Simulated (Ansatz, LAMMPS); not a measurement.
# Relaxing Zn2+ FSI- in tetrahydrofuran and acetonitrile, from a frame at 300 K (160 atoms)

Wanted: the relaxed structure of Zn2+ FSI- in tetrahydrofuran and acetonitrile, from a frame at 300 K (160 atoms) and its electronic structure.

Main program and level: Ansatz 0.2.0; Kohn-Sham DFT, PBEsol, PAW (set soft_2), plane waves.

**1. Starting point**

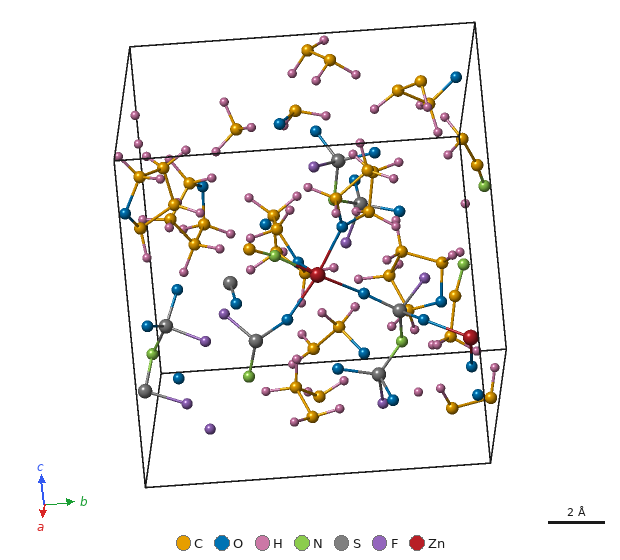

The starting structure, seen slightly off an axis (carbon orange, oxygen blue, hydrogen pink, nitrogen green, sulfur grey, fluorine purple, zinc red). Bonds to atoms that aren't drawn are left out. Some periodic images of atoms are drawn too.

The cell holds 160 atoms: 38 C, 24 O, 73 H, 7 N, 8 S, 8 F and 2 Zn. Cell: a = 12.512 Å, b = 12.512 Å, c = 12.512 Å, α = 90.0°, β = 90.0°, γ = 90.0°. 8 tetrahydrofuran, 3 acetonitrile, 2 Zn2+, 4 FSI- placed at random, at 1.31 g/cm³; overlaps pushed apart, then 10 ps at 550 K with divalent ions of Li, Roberts, Chakravorty and Merz (J. Chem. Theory Comput. 9, 2733 (2013)); MMFF94 bonds, angles, torsions, charges and radii (Halgren, J. Comput. Chem. 17, 490 (1996)) in harmonic and 12-6 forms; charges of ions scaled by 0.8. Snapshot after 30 ps at 300 K and fixed volume.

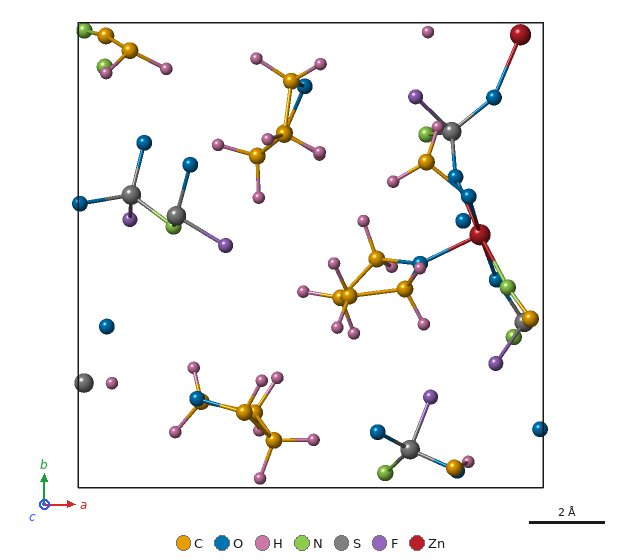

A slice 6 Å thick through the middle of the cell. Bonds to atoms that aren't drawn are left out.

Before any run, some limits are plain. The network of contacts between molecules at the start is that of the classical potential that made the cell. The functional has no dispersion term, which matters for the binding between molecules or layers. The density was typed from a rule of thumb and may lie off the real one at this temperature. The Brillouin zone is sampled at Γ only, in a cell whose shortest periodic width is 13 Å.

**2. The classical run that made the cell**

A classical potential makes the cell, at a small fraction of what the same run would cost in DFT.

This step: classical MD, divalent ions of Li, Roberts, Chakravorty and Merz (J. Chem. Theory Comput. 9, 2733 (2013)); MMFF94 bonds, angles, torsions, charges and radii (Halgren, J. Comput. Chem. 17, 490 (1996)) in harmonic and 12-6 forms; charges of ions scaled by 0.8 (LAMMPS 22 Jul 2025 - Update 4).

in.lmp

```
# Zn2+ FSI- in tetrahydrofuran and acetonitrile
units real
atom_style full
boundary p p p
bond_style harmonic
angle_style harmonic
dihedral_style opls
improper_style harmonic
special_bonds lj 0 0 0.5 coul 0 0 0.75
read_data data.lmp
neigh_modify delay 0 every 1 check yes one 4000
comm_modify cutoff 12.0
timestep 0.5
thermo_style custom step time temp pe press density
thermo_modify norm yes
# push overlapping molecules apart
pair_style soft 2.6
pair_coeff * * 0.0
variable a equal ramp(1,60)
fix ad all adapt 1 pair soft a * * v_a
velocity all create 550 21625 mom yes dist gaussian
fix lim all nve/limit 0.03
fix lan all langevin 550 550 50 21626 zero yes
thermo 1000
run 3000 post no
unfix ad
pair_style lj/cut/coul/long 9.0
pair_modify mix arithmetic tail yes
pair_coeff 1 1 0.0678 3.3680   # C
pair_coeff 2 2 0.0763 3.0430   # O
pair_coeff 3 3 0.0216 2.5400   # H
pair_coeff 4 4 0.0721 3.5530   # N
pair_coeff 5 5 0.2681 3.4180   # S
pair_coeff 6 6 0.0763 3.0960   # O
# [... 22 lines left out ...]
compute msd all msd com yes
thermo 7500
fix md all nvt temp 300 300 100
run 30000 post no
print "== T300: mean square displacement over the hold $(c_msd[4]:%.2f) A^2"
unfix md
uncompute msd
write_dump all custom T300.dump id type xs ys zs modify sort id
```

Command:

```bash
lmp -in in.lmp -log none -nocite
```

Numbers of over 12 decimals in the logs are rounded to 6 here.

The log of the run:

```text
LAMMPS (22 Jul 2025 - Update 4)
Reading data file ...
  orthogonal box = (0 0 0) to (12.51225 12.51225 12.51225)
  160 atoms
  orthogonal box = (0 0 0) to (12.51225 12.51225 12.51225)
  151 bonds
  273 angles
  288 dihedrals
   Step          Time           Temp          PotEng         Press         Density
         0   0              550            0.55709546    -2700.1814      1.3150001
      1000   500            491.0313       1.9305192      22540.741      1.3150001
      2000   1000           492.69022      1.8463774      13890.977      1.3150001
      3000   1500           500.52007      1.8966133      14806.65       1.3150001
[... 29 lines left out ...]
Loop time of 5.7099 s on 1 MPI rank(s) for 10000 steps with 160 atoms
   Step          Time           Temp          PotEng         Press         Density
[... 4 lines left out ...]
Loop time of 2.82572 s on 1 MPI rank(s) for 5000 steps with 160 atoms
   Step          Time           Temp          PotEng         Press         Density
[... 2 lines left out ...]
     30000   29000          296.59095     -4.8686653     -2337.1773      1.3150001
     37500   36500          272.25514     -4.9176874     -1536.3144      1.3150001
     45000   44000          305.10129     -4.9755491      3094.4283      1.3150001
     47000   46000          309.03437     -4.968409       2816.2795      1.3150001
Loop time of 16.3515 s on 1 MPI rank(s) for 30000 steps with 160 atoms
== T300: mean square displacement over the hold 18.91 A^2
```

Elapsed: 27 s, on 1 thread of Intel Xeon Platinum 8488C (Sapphire Rapids), shared host; peak memory 0.12 GiB.

The input also reads data.lmp (atoms, bonds and types; not printed here).

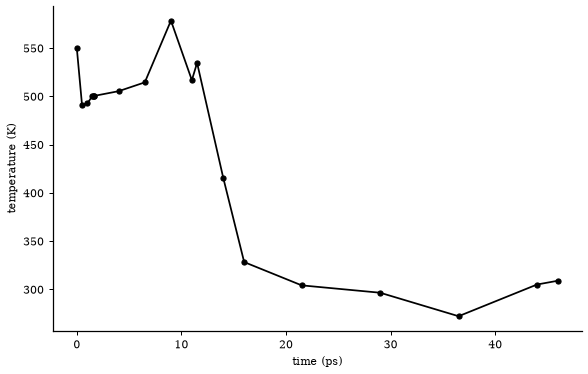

Temperature, plotted against time.

**3. Single point at the start**

A single point comes first, to see the forces before anything moves.

input.yaml

```yaml
crystal:
  lattice:
    - [12.51225, 0.0, 0.0]
    - [0.0, 12.51225, 0.0]
    - [0.0, 0.0, 12.51225]
  atoms:
    - { symbol: C, position: [0.57523, 0.4282, 0.12642] }
    - { symbol: C, position: [0.48873, 0.48665, 0.06387] }
    - { symbol: C, position: [0.53133, 0.49979, 0.95224] }
    - { symbol: O, position: [0.63643, 0.45858, 0.95168] }
    - { symbol: C, position: [0.6701, 0.4752, 0.06557] }
    - { symbol: H, position: [0.57069, 0.34062, 0.11915] }
    - { symbol: H, position: [0.57835, 0.43866, 0.21301] }
    - { symbol: H, position: [0.48132, 0.56126, 0.10424] }
    - { symbol: H, position: [0.40791, 0.44908, 0.05301] }
    - { symbol: H, position: [0.53198, 0.58627, 0.93051] }
    - { symbol: H, position: [0.48208, 0.45844, 0.8927] }
    - { symbol: H, position: [0.67687, 0.55624, 0.08691] }
    - { symbol: H, position: [0.739, 0.42697, 0.07756] }
    - { symbol: C, position: [0.73406, 0.72142, 0.81875] }
    - { symbol: C, position: [0.84459, 0.71548, 0.86288] }
    - { symbol: C, position: [0.88478, 0.61947, 0.798] }
    - { symbol: O, position: [0.83996, 0.62612, 0.6955] }
    - { symbol: C, position: [0.74897, 0.7001, 0.70366] }
    - { symbol: H, position: [0.68873, 0.79503, 0.82768] }
    - { symbol: H, position: [0.68576, 0.66541, 0.86066] }
    - { symbol: H, position: [0.83816, 0.70068, 0.94583] }
    - { symbol: H, position: [0.87876, 0.79043, 0.84385] }
    - { symbol: H, position: [0.86346, 0.54038, 0.83063] }
    - { symbol: H, position: [0.97392, 0.6221, 0.78393] }
    - { symbol: H, position: [0.67728, 0.6581, 0.68344] }
    - { symbol: H, position: [0.77345, 0.77565, 0.66238] }
    - { symbol: C, position: [0.42087, 0.10161, 0.6111] }
    - { symbol: C, position: [0.3793, 0.16115, 0.51554] }
    - { symbol: C, position: [0.26428, 0.18491, 0.53513] }
    - { symbol: O, position: [0.25569, 0.19094, 0.64765] }
    - { symbol: C, position: [0.35728, 0.16162, 0.69464] }
    - { symbol: H, position: [0.50616, 0.10256, 0.61554] }
    [... 122 atom lines left out ...]
    - { symbol: "N", position: [0.05688, 0.90518, 0.28627] }
    - { symbol: H, position: [0.20267, 0.81779, 0.09776] }
    - { symbol: H, position: [0.06975, 0.7943, 0.05282] }
    - { symbol: H, position: [0.12385, 0.92395, 0.04293] }
    - { symbol: Zn, position: [0.9512, 0.97407, 0.36926] }
    - { symbol: Zn, position: [0.86413, 0.54391, 0.56262] }
kpoints:
  mp_grid: { grid: [1, 1, 1] }
hamiltonian:
  xc: pbesol
scf:
  occupations: { method: fermi_dirac, width: 0.025 }
output:
  forces: true
  stress: true
  populations: true
  dos:
    method: { smearing: { sigma: 0.1 } }
    de: 0.1
    projected: { site_lists: { C: [C], F: [F], H: [H], "N": ["N"], O: [O] } }
  eigenvalues: true
```

Command:

```bash
ansatz run input.yaml --threads 4 --pin off --max-ram 8192MiB --backend cpu --events-out ev --progress --plain --runs-dir out
```

The log of the run:

```text
Engine: ansatz 0.2.0, x86_64-unknown-linux-gnu
Pseudopotentials: kind: paw
Pseudopotential: C, paw, valence charge 4, recommended cutoff 420 eV (normal), C.paw.azcp
Pseudopotential: O, paw, valence charge 6, recommended cutoff 420 eV (normal), O.paw.azcp
Pseudopotential: H, paw, valence charge 1, recommended cutoff 420 eV (normal), H.paw.azcp
Pseudopotential: N, paw, valence charge 5, recommended cutoff 420 eV (normal), N.paw.azcp
Pseudopotential: S, paw, valence charge 6, recommended cutoff 420 eV (normal), S.paw.azcp
Pseudopotential: F, paw, valence charge 7, recommended cutoff 420 eV (normal), F.paw.azcp
Pseudopotential: Zn, paw, valence charge 12, recommended cutoff 420 eV (normal), Zn.paw.azcp
[... 3 lines on functional and potentials left out ...]
Crystal: 160 atoms, lattice volume = 1958.873 Å³
Basis set: ecut = 420 eV, 38401 PW (Γ), exchange–correlation on 180×180×180 points (8 copies of the dense FFT grid, shifted against one another)
Bands: 426, of which v1, the nominal top of the filled ones, is band 266 counted from 1 (265 counted from 0)
Symmetry: 1 space group operations
Space group: P1 (ITA 1), of the structure as read, at distance tolerance 1.3e-4 Å
k-points: 1
[... 21 lines on functional and potentials left out ...]
Initial density: superposition of atomic densities (neutral atoms: chi_scale 0, normalization atom), corrected by the library's trained network
Initial wavefunctions: pseudopotential atomic-orbital guess
Functional: x = pbesol(κ = 0.804, μ = 0.123457), c = pbesol(β = 0.046)
SCF iter   1: F=—  HF=-46650.240691 eV  |F-HF|=—  |Δ(HF+E_count)|=         —  Δρ=9.18e-3  dr2=2.78e0  ethr=1.77e-3  ⟨swp⟩=6.0  Hψ=2078  notcnv=0  defer=54
preconditioner: auto → Resta (q_TF=auto, 2.196 Å⁻¹)  ε∞=2.5  [insulator: Δε(μ)=4.402 eV  Ē_g=15.505 eV  σ=0.025 eV  W_gap=1.00  n_scr=364 (ndim 8)  ℏωp=19.1 eV  f_vac=0.320  D(μ)=0.00/eV (n_scr^D=0)  ε∞_Penn≈2.5]
SCF iter   2: F=—  HF=-46649.466503 eV  |F-HF|=—  |Δ(HF+E_count)|=   7.74e-1  Δρ=4.02e-3  dr2=6.37e-1  ethr=5.23e-4  ⟨swp⟩=2.0  Hψ=674  notcnv=0  defer=151
SCF iter   3: F=—  HF=-46649.333775 eV  |F-HF|=—  |Δ(HF+E_count)|=   1.33e-1  Δρ=2.48e-3  dr2=2.65e-1  ethr=1.20e-4  ⟨swp⟩=3.0  Hψ=515  notcnv=0  defer=151
SCF iter   4: F=—  HF=-46649.271330 eV  |F-HF|=—  |Δ(HF+E_count)|=   6.24e-2  Δρ=1.42e-3  dr2=6.48e-2  ethr=4.97e-5  ⟨swp⟩=3.0  Hψ=726  notcnv=0  defer=155
SCF iter   5: F=—  HF=-46649.261262 eV  |F-HF|=—  |Δ(HF+E_count)|=   1.01e-2  Δρ=7.62e-4  dr2=1.30e-2  ethr=1.22e-5  ⟨swp⟩=2.0  Hψ=506  notcnv=0  defer=155
SCF iter   6: F=—  HF=-46649.260202 eV  |F-HF|=—  |Δ(HF+E_count)|=   1.06e-3  Δρ=2.48e-4  dr2=1.33e-3  ethr=2.44e-6  ⟨swp⟩=2.0  Hψ=518  notcnv=0  defer=155
SCF iter   7: F=—  HF=-46649.260688 eV  |F-HF|=—  |Δ(HF+E_count)|=   4.86e-4  Δρ=1.29e-4  dr2=3.13e-4  ethr=2.51e-7  ⟨swp⟩=2.0  Hψ=505  notcnv=0  defer=155
SCF iter   8: F=—  HF=-46649.260739 eV  |F-HF|=—  |Δ(HF+E_count)|=   5.06e-5  Δρ=4.05e-5  dr2=3.58e-5  ethr=5.88e-8  ⟨swp⟩=2.0  Hψ=513  notcnv=0  defer=155
SCF iter   9: F=—  HF=-46649.264113 eV  |F-HF|=—  |Δ(HF+E_count)|=   3.37e-3  Δρ=2.37e-5  dr2=1.32e-5  ethr=6.73e-9  ⟨swp⟩=2.0  Hψ=655  notcnv=0  defer=155
SCF iter  10: F=—  HF=-46649.264114 eV  |F-HF|=—  |Δ(HF+E_count)|=   1.14e-6  Δρ=7.87e-6  dr2=1.43e-6  ethr=2.47e-9  ⟨swp⟩=2.0  Hψ=499  notcnv=0  defer=155
SCF iter  11: F=—  HF=-46649.264115 eV  |F-HF|=—  |Δ(HF+E_count)|=   5.19e-7  Δρ=3.81e-6  dr2=3.19e-7  ethr=2.68e-10  ⟨swp⟩=2.0  Hψ=500  notcnv=0  defer=155
SCF iter  12: F=-46649.264115 eV  HF=-46649.264115 eV  |F-HF|=1.80e-8  |Δ(HF+E_count)|=   1.98e-8  Δρ=1.68e-6  dr2=6.09e-8  ethr=1.88e-11  ⟨swp⟩=15.0  Hψ=3012  notcnv=0
SCF 1 converged in 12 iterations: F = -46649.264115 eV  dr2 = 6.09e-8
  greatest PAW one-centre occupation: 0.992 electrons in one spin orbital (limit 2), on the Zn atom at site 159 (counted from 0), in its partial waves of l = 2
SCF converged after 12 iterations
Free energy (F): -46649.264115 eV
Harris-Foulkes:  -46649.264115 eV  (|F-HF|=1.80e-8)
Internal energy: -46649.264115 eV  (E = F + TS)
E sigma→0 (E₀):  -46649.264115 eV
Fermi energy:    1.590756 eV
--- Per-component energies (eV) ---
  E_band       = -4463.986181
  E_kinetic    = 12479.741705
  E_local      = -66100.442104  (includes V_loc(G=0)·N_el)
  E_nonlocal   = 4700.239178
  E_hartree    = 27316.607157
  E_xc         = -6286.400435
  E_vxc        = -7473.886265  (∫ρ·V_xc dr)
  E_paw        = -18012.455214  (= ΣΔE_a)
  E_vpaw       = -2702.820543  (= ΣTr[D̂ρ^β])
  E_aug_tail   = -0.024161  (compensation charges beyond the density's cutoff)
  E_ewald      = -750.805506
  E_core_change = 4.275266  (= ΣΔE_core)
  E_smearing   = -0.000000  (= −TS)
  E_closure    = -0.000000  (closes the sum)
  Σ components = -46649.264115   (vs F -46649.264115, Δ=0.00e0)
--- Forces (eV/Å), atoms counted from 1 ---
  atom   1  C      0.01865434    -0.57405851    -0.75723866
  atom   2  C     -1.49386304    -1.21044612     0.27212128
  atom   3  C      0.29167364     0.66916443    -0.50434804
  atom   4  O      0.84534698     0.56550316     1.42824482
  atom   5  C     -1.62068035    -2.79463052    -1.25881638
  atom   6  H      0.16158904    -0.07032857    -0.43293902
  atom   7  H     -0.16178187     0.67314447     0.21979417
  atom   8  H     -0.56989832     1.22531447     0.28951077
  atom   9  H      0.53576494     0.15480337     0.85527252
  atom  10  H      0.01253178    -0.09224941    -0.10875913
  atom  11  H      0.05712081    -0.20792922    -0.20498358
  atom  12  H      0.45335042     1.54653243    -0.00302030
  atom  13  H      1.33598285    -0.23357862     0.05667986
  atom  14  C     -0.30327974     0.75787326     0.30331391
[...]
atom 159  Zn     0.11166629     1.07536990    -0.56055605
  atom 160  Zn     2.11069161     0.78988546     0.03949603
  max |Σ_I F_I| component: 1.44e-4 eV/Å
--- Stress (GPa, compression-positive) ---
        3.742519       0.193322       0.498869
        0.193322       2.159890       0.538930
        0.498868       0.538930       3.985066
  P = ⅓ Tr σ = 3.2958 GPa (32.958 kbar)
--- Band table (eV) ---
  k-point 0: bands = ["-27.2544", "-26.6464", "-26.4429", "-26.3993", [... 410 levels ...], "10.4939", "10.5448", "10.5844", "10.6344", "10.6726", "10.6807", "10.7316", "10.7618", "10.7676", "10.8128", "10.8311", "10.9075"]
--- Löwdin populations: 160 sites ---
  site symbol       q [e]
     0      C      4.2984
     1      C      4.3092
     2      C      4.0635
[...]
159     Zn     10.4287
  spilling = 0.015875 (of n_electrons = 532.000000)
```

It took 25 s on 4 threads of Intel Xeon Platinum 8488C (Sapphire Rapids), shared host; peak memory 2.9 GiB; 92 s of CPU time.

Reading the cycles: dr2 is the Hartree energy of the density residual (eV), the measure of convergence; HF is the Harris–Foulkes estimate of the energy, which meets the free energy F at convergence.

The run gave:

| Quantity | Value |
| --- | --- |
| free energy | -46649.2641 eV |
| free energy per atom | -291.5579 eV/atom |
| SCF cycles | 12 |
| pressure | 3.296 GPa |
| r.m.s. force component | 1.162 eV/Å |
| longest force | 7.552 eV/Å |
| Fermi energy | 1.591 eV |
| gap (highest filled to lowest empty level) | 3.049 eV |
| spilling of the projection | 0.01588 |

The r.m.s. force component of 1.2 eV/Å and the pressure of 3.3 GPa set the starting point.

Neighbours are counted within 1.34 Å (H-C), 1.85 Å (C-C), 1.73 Å (C-O), 1.62 Å (C-N), 1.88 Å (O-S), 2.48 Å (O-Zn), 1.98 Å (F-S), 1.98 Å (S-N), 2.33 Å (N-Zn).

Length of the force by element and coordination:

| element | coordination | atoms | mean length of the force (eV/Å) | spread | least | most |
| --- | --- | --- | --- | --- | --- | --- |
| C | all | 38 | 1.86 | 0.839 | 0.685 | 3.98 |
| C | 2 | 3 | 1.48 | 0.126 | 1.33 | 1.64 |
| C | 4 | 35 | 1.90 | 0.865 | 0.685 | 3.98 |
| F | all | 8 | 1.09 | 0.619 | 0.503 | 2.55 |
| H | all | 73 | 0.966 | 0.636 | 0.0589 | 3.24 |
| N | all | 7 | 2.82 | 1.00 | 1.88 | 4.32 |
| O | all | 24 | 2.02 | 0.815 | 0.420 | 3.92 |
| O | 1 | 9 | 2.05 | 0.518 | 1.42 | 3.01 |
| O | 2 | 13 | 1.82 | 0.842 | 0.420 | 3.34 |
| O | 3 | 2 | 3.19 | 0.725 | 2.47 | 3.92 |
| S | all | 8 | 4.76 | 1.34 | 2.64 | 7.55 |
| Zn | all | 2 | 1.74 | 0.518 | 1.22 | 2.25 |

[end of part 1 of 3]

[Logs are printed without paths, hosts, clocks, repeated set-up lines and the standing remarks that a program may print on its own settings, such as how far it seeks lower states.]

[Hosts, paths, dates, database ids (printed as entryN), source tags and the programs' standing remarks are cut or masked in the printed files.]

[The MMFF94 radii named for the starting cell were scaled by 0.96; in molecules described by MMFF94, hydrogen bound to N, O or S took a small fixed 12-6 site in their place.]
